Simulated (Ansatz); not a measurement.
Frequency calculation of GaH₃Cl₂

- system: GaH₃Cl₂
- method: RKS PBE/def2-SVP (Ansatz 0.2.0)

It belongs to a series of runs on one base structure; here: vibrations at the highest image of the band. Figures and captions count atoms from 1; the log counts them from 0 in places.

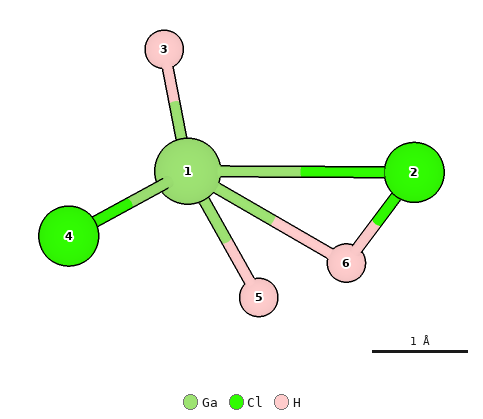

Figure 1. The structure as given in the input (ball-and-stick view, seen at a tilt; atoms are numbered from 1 in the order of the input). Sticks mark near contacts.

**Input file**
```yaml
crystal:
  periodic: [false, false, false]
  atoms:
    - { symbol: Ga, position_ang: [-0.023978, -0.375246, -0.114604] }
    - { symbol: Cl, position_ang: [-0.1132, 0.038298, 2.357621] }
    - { symbol: H, position_ang: [1.374766, 0.053134, -0.648359] }
    - { symbol: Cl, position_ang: [-1.917661, 0.206555, -0.974389] }
    - { symbol: H, position_ang: [-0.167725, -1.900727, 0.62499] }
    - { symbol: H, position_ang: [-0.175703, -1.276816, 1.593141] }
basis:
  gaussian: { orbitals: def2-SVP }
hamiltonian:
  xc: pbe
phonons: {}
```

Run on 1 thread of Arm Neoverse V1, 24 GiB of memory available, shared host.

Launch command:
```bash
ansatz run input.yaml --threads 1 --pin off --max-ram 2048MiB --backend cpu --events-out ev --progress --plain --runs-dir out
```

**Output**
```
Engine: ansatz 0.2.0, aarch64-unknown-linux-gnu
Functional definition: PBE
  parameter kappa = 0.804
  parameter beta = 0.06672455060314922
  exchange = pbe_x(kappa = kappa, mu = beta*pi^2/3)
  correlation = pbe_c(beta = beta)
919 factors; their error is unknown
mean field evaluation 1: about -77438.6964 eV, gradient 3.3e1 eV
mean field evaluation 2: about -77437.1833 eV, gradient 4.8e1 eV
mean field evaluation 4: about -77440.1977 eV, gradient 1.8e0 eV
mean field evaluation 8: about -77440.2094 eV, gradient 3.5e-2 eV
mean field evaluation 16: about -77440.1616 eV, gradient 4.4e-5 eV
mean field -77440.16157691 eV, -2845.8734471248 hartree, gradient 4.4e-5 eV, S^2 0.000000; 0 other end points of the search recorded, 0 dependent functions left out
the calculation of the forces begins
reference -77440.16161238 eV, -2845.8734484281 hartree; 34, 34 occupied and 49, 49 virtual orbitals, 919 factors
these checks for a lower state are left out or cut short: stability, starts, cluster_reference, orbital_swaps, neighbouring_geometries, increment
919 factors; their error is unknown
mean field -77440.16149747 eV, -2845.8734442053 hartree, gradient 2.9e-6 eV, S^2 0.000000; 0 other end points of the search recorded, 0 dependent functions left out
[... from here on the field's lines of each further geometry are left out, up to the last ...]
the calculation of the forces begins
reference -77440.16160343 eV, -2845.8734480991 hartree; 34, 34 occupied and 49, 49 virtual orbitals, 919 factors
these checks for a lower state are left out or cut short: stability, starts, cluster_reference, orbital_swaps, neighbouring_geometries, increment
919 factors; their error is unknown
mean field -77440.16157387 eV, -2845.8734470131 hartree, gradient 2.2e-6 eV, S^2 0.000000; 0 other end points of the search recorded, 0 dependent functions left out
the calculation of the forces begins
reference -77440.16160934 eV, -2845.8734483165 hartree; 34, 34 occupied and 49, 49 virtual orbitals, 919 factors
WARN: phonons: modes at or below zero, which the zero-point energy, F, S and C_V leave out: 1, the lowest at -670.10 cm⁻¹. A minimum has none, and a first-order saddle one
Total energy: -77440.16161238 eV, -2845.8734484281 hartree
Atom 0 at    -0.023978    -0.375246    -0.114604 Å, force    -0.001184    -0.000809    -0.000029 eV/Å
Atom 1 at    -0.113200     0.038298     2.357621 Å, force    -0.000731     0.000713     0.001290 eV/Å
Atom 2 at     1.374766     0.053134    -0.648359 Å, force     0.001243    -0.000548    -0.000407 eV/Å
Atom 3 at    -1.917661     0.206555    -0.974389 Å, force    -0.000158    -0.000104     0.000317 eV/Å
Atom 4 at    -0.167725    -1.900727     0.624990 Å, force     0.000194     0.001899     0.000025 eV/Å
Atom 5 at    -0.175703    -1.276816     1.593141 Å, force     0.000636    -0.001150    -0.001195 eV/Å
Dipole moment:     0.277901    -0.216255     0.010883 e Å
Vibrations: -670.10 98.98 279.66 404.04 416.98 553.67 674.28 972.58 1022.65 1350.71 1682.30 1991.27 cm⁻¹, zero-point energy 0.585647 eV
```

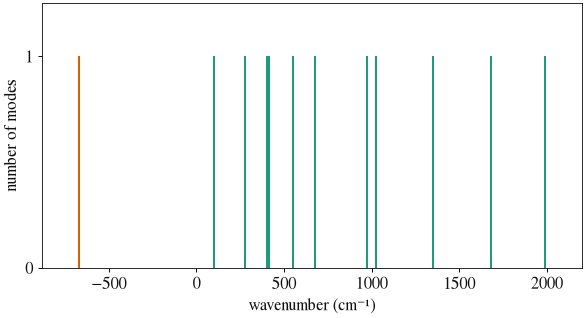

Figure 2. Harmonic vibrational wavenumbers from the force constants; neighbouring modes closer than 12 cm⁻¹ are counted in one stick, and imaginary ones are drawn at negative wavenumbers. 12 modes from 670i to 1991 cm⁻¹, 1 imaginary beyond 8i (670i cm⁻¹): a first-order saddle point, if the geometry is stationary.

**Summary**

```csv
quantity,value
outcome,converged
total energy,−77440.1616 eV
mean-field energy,−77440.1616 eV
largest force (length of the vector),0.002 eV/Å
wall time,52 s
peak memory,0.12 GiB
```
